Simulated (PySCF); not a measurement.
**Run report: C$_{2}$H$_{6}$S$_{2}$, NMR shielding calculation**

System: C$_{2}$H$_{6}$S$_{2}$ (dimethyl disulfide), SMILES CSSC.
Method: GIAO PBE0/pcSseg-1 NMR shielding, non-relativistic, gas phase (PySCF 2.14.0).

The geometry comes from this level: GFN2-xTB, MD frame at 1000 fs, 600 K. It belongs to a series of runs on one base structure; here: MD frame at 1000 fs, 600 K. Figures and captions count atoms from 1; the log counts them from 0 in places.

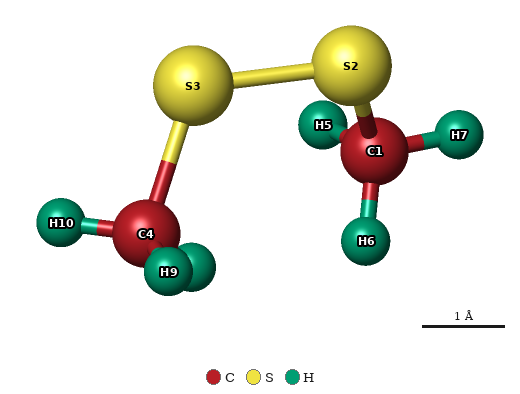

**Figure 1.** The input geometry (ball-and-stick view, seen at a tilt; atoms are numbered from 1 in the order of the input).

## Input file
```
{"job": {"kind": "nmr", "xc": "PBE0", "basis": "pcSseg-1", "pop": false}, "charge": 0, "multiplicity": 1}
C      0.749800     0.653300     0.985000
S     -0.698400     1.211100     1.913500
S     -2.092900     1.190800     0.524200
C     -2.283700    -0.460700    -0.407700
H      1.001400     1.347100     0.094300
H      0.728600    -0.407300     0.645900
H      1.643800     0.802500     1.634200
H     -1.147100    -0.624100    -0.648600
H     -2.744500    -1.228300     0.165600
H     -2.736500    -0.079300    -1.323600
```

The first line tells a small driver script what to run in PySCF; the rest is the geometry in Å.

Run on 1 CPU thread, shared host.

Run as:
```bash
OMP_NUM_THREADS=1 python <driver script> task.json out
```

## Output
```
coarse grid: 9144 points
cycle   1  E = -875.7127060304  dE =  1.787e-01  |g| = 2.020e-01  |ddm| = 2.853e+00
cycle   2  E = -875.7199233462  dE = -7.217e-03  |g| = 1.439e-01  |ddm| = 4.665e-01
cycle   3  E = -875.7252523060  dE = -5.329e-03  |g| = 3.340e-02  |ddm| = 1.694e-01
cycle   4  E = -875.7254867556  dE = -2.344e-04  |g| = 1.406e-02  |ddm| = 4.691e-02
cycle   5  E = -875.7255412888  dE = -5.453e-05  |g| = 2.659e-03  |ddm| = 2.029e-02
cycle   6  E = -875.7255427654  dE = -1.477e-06  |g| = 1.076e-03  |ddm| = 3.780e-03
final grid: 78144 points
cycle   7  E = -875.7538573767  dE = -1.513e-05  |g| = 6.978e-03  |ddm| = 2.005e-02
cycle   8  E = -875.7538461955  dE =  1.118e-05  |g| = 9.480e-03  |ddm| = 1.387e-02
cycle   9  E = -875.7538692600  dE = -2.306e-05  |g| = 5.799e-04  |ddm| = 8.697e-03
cycle  10  E = -875.7538693549  dE = -9.487e-08  |g| = 1.123e-04  |ddm| = 7.894e-04
cycle  11  E = -875.7538693573  dE = -2.395e-09  |g| = 5.844e-05  |ddm| = 1.525e-04
cycle  12  E = -875.7538693581  dE = -8.861e-10  |g| = 1.080e-05  |ddm| = 6.182e-05
```

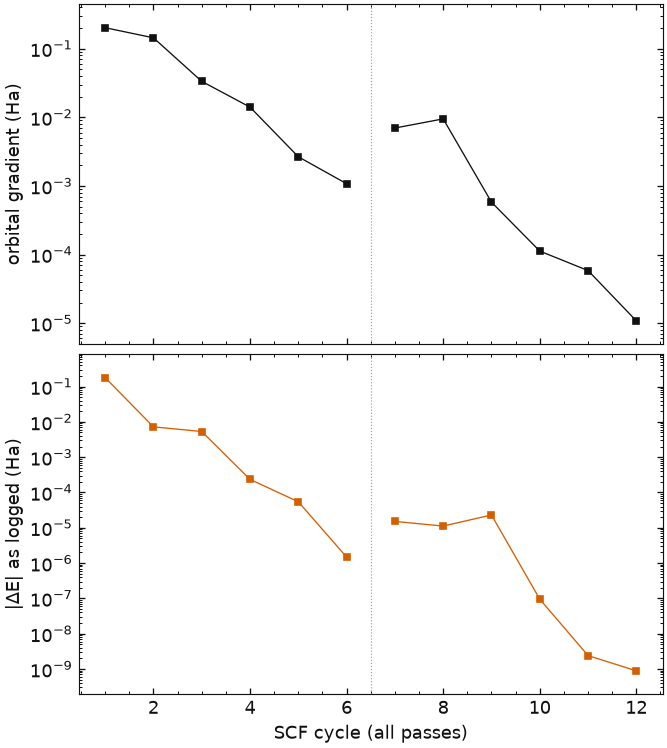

**Figure 2.** Convergence of the self-consistent field: orbital gradient and size of the energy change against the SCF cycle. The dotted line marks the change from a coarse to the final integration grid. The first 6 cycles use a coarse grid, the final grid takes over at cycle 7, and the field converges after 12 cycles in all.

```
converged SCF energy = -875.7538693581

GIAO shielding tensors (ppm)
atom      isotropic    diamagn.    paramagn.     s11        s22        s33       span
  0 C      159.142     250.057     -90.915    128.965    162.504    185.959     56.995
  1 S      533.394    1054.278    -520.884    379.042    531.528    689.611    310.569
  2 S      473.724    1054.562    -580.838    254.103    546.079    620.990    366.888
  3 C      161.675     256.202     -94.526    135.741    169.252    180.032     44.291
  4 H       28.313      28.167       0.146     24.455     25.408     35.075     10.620
  5 H       28.430      30.128      -1.698     23.388     27.169     34.733     11.345
  6 H       28.849      28.059       0.789     24.046     25.641     36.859     12.813
  7 H       26.888      30.188      -3.300     20.498     28.146     32.021     11.523
  8 H       29.607      30.143      -0.536     24.975     27.182     36.665     11.690
  9 H       29.533      30.105      -0.572     24.024     27.253     37.324     13.300
```

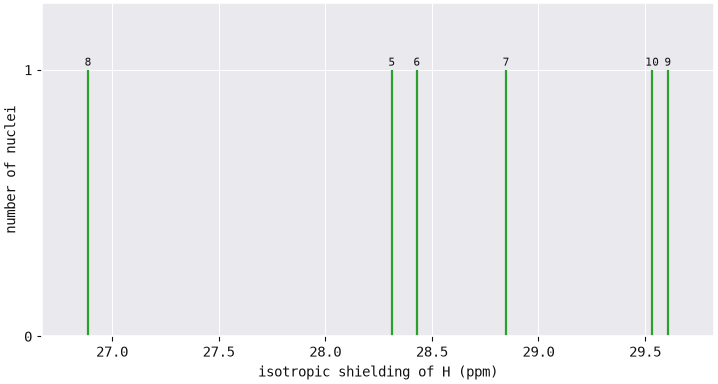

**Figure 3.** Isotropic shieldings of the hydrogen nuclei in this fixed geometry, labelled by atom number; shielding grows to the right, so chemical shift grows to the left. The least shielded is H8 (26.9 ppm), the most shielded H9 (29.6 ppm).

## Key numbers

```csv
quantity,value
outcome,converged
total energy,−875.753869 hartree
HOMO,−6.15 eV
LUMO,−0.18 eV
dipole moment,2.65 D
"isotropic shielding, C",159.1 to 161.7 ppm
"isotropic shielding, S",473.7 to 533.4 ppm
"isotropic shielding, H",26.9 to 29.6 ppm
wall time,4.3 s
peak memory,0.53 GiB
```
